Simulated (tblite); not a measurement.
## C3H7NO2Si3: frequency calculation

- system: C3H7NO2Si3, SMILES N#C[Si]1(C(=O)O)[SiH2]C[SiH2]1
- method: GFN2-xTB harmonic vibrations, gas phase (tblite 0.8.0)

It belongs to a series of runs on one base structure; here: H on Si replaced by COOH.

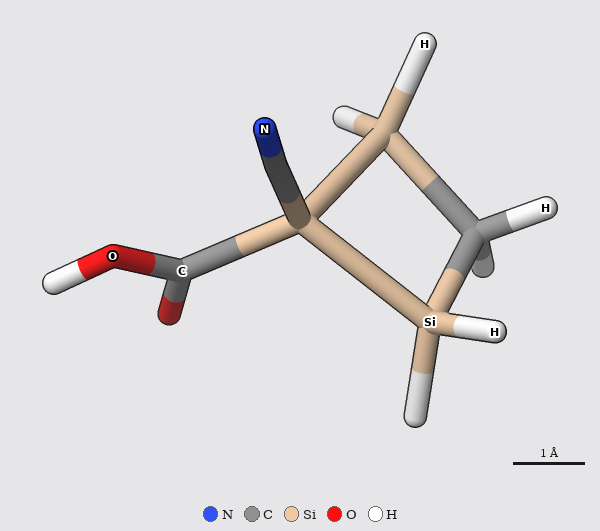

Fig. 1: The input geometry (stick view, seen at a tilt). Bond lengths as drawn: C–H 1.09 Å, C–N 1.15 Å, C–O 1.21 to 1.33 Å, C–Si 1.87 to 1.93 Å, H–O 0.97 Å, H–Si 1.46 to 1.47 Å and Si–Si 2.36 Å.

Results in brief:

```json
{"quantity": "outcome", "value": "converged"}
{"quantity": "total energy", "value": "−710.9463 eV"}
{"quantity": "zero-point energy", "value": "56.9020 kcal/mol"}
{"quantity": "hardware", "value": "1 CPU thread, shared host"}
{"quantity": "wall time", "value": "0.76 s"}
{"quantity": "peak memory", "value": "0.18 GiB"}
```

The input:
```
{"job": {"kind": "ir", "xc": "GFN2-xTB", "basis": "xTB"}, "charge": 0, "multiplicity": 1}
N      1.498759    -0.866851     3.233698
C      1.184448    -0.562968     2.172556
Si     0.572288    -0.098676     0.471050
C      2.181070     0.306603    -0.473704
O      2.193457     0.663999    -1.627846
O      3.290715     0.171744     0.254181
Si    -1.183508     1.455017     0.211995
C     -2.165488     0.029534    -0.651102
Si    -0.994800    -1.508114    -0.585530
H      4.085012     0.396234    -0.261302
H     -1.859307     1.926763     1.425175
H     -0.991350     2.617662    -0.659051
H     -2.419847     0.290465    -1.677853
H     -3.121162    -0.161404    -0.164836
H     -0.714248    -2.066719    -1.910061
H     -1.563638    -2.584346     0.231219
```

The first line tells a small driver script what to run in tblite; the rest is the geometry in Å.

Run as:
```bash
OMP_NUM_THREADS=1 python <driver script> task.json out
```

What the program printed:
```
mode    cm-1     km/mol
  1      23.5      3.84
  2      34.8      0.22
  3      54.4      2.29
  4      70.0      0.17
  5      76.9      8.16
  6      83.5     13.92
  7     223.3      8.17
  8     274.2      4.56
  9     282.4     11.08
 10     327.0     12.37
 11     332.9      3.50
 12     340.9     22.42
 13     366.5     10.52
 14     372.3      0.07
 15     457.3     69.77
 16     473.3     18.99
 17     490.0      0.12
 18     498.5     65.77
 19     563.0      1.67
 20     598.6    121.06
 21     643.9     98.85
 22     654.3      9.84
 23     689.2    133.96
 24     693.4    100.20
 25     710.2    126.24
 26     717.6    506.65
 27     783.3    440.52
 28     795.6      6.24
 29     964.9      0.05
 30    1100.7    291.72
 31    1116.6     67.41
 32    1210.6     92.81
 33    1471.2      3.78
 34    1730.4    319.48
 35    2213.9    118.19
 36    2223.3    573.51
 37    2231.7    243.13
 38    2238.3    161.20
 39    2310.7    132.42
 40    2984.4     23.82
 41    3001.4      7.20
 42    3374.3     13.21
```

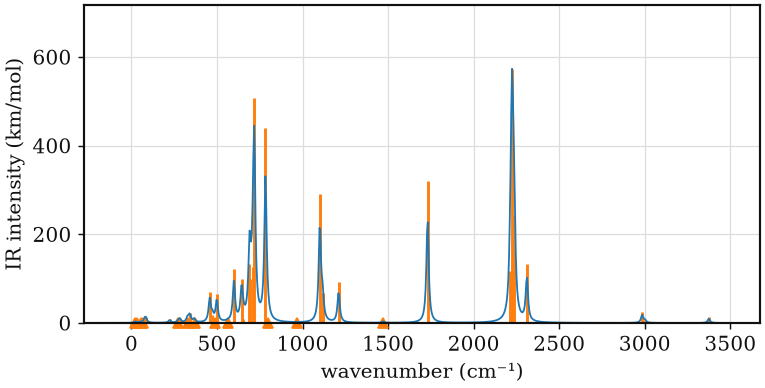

Fig. 2: Harmonic infrared spectrum, unscaled: sticks (degenerate modes added up, dark ones marked on the axis) with a Lorentzian envelope of 16 cm⁻¹ full width, scaled to the tallest stick. 42 modes from 24 to 3374 cm⁻¹, none imaginary. The strongest line is at 2223 cm⁻¹ (574 km/mol).
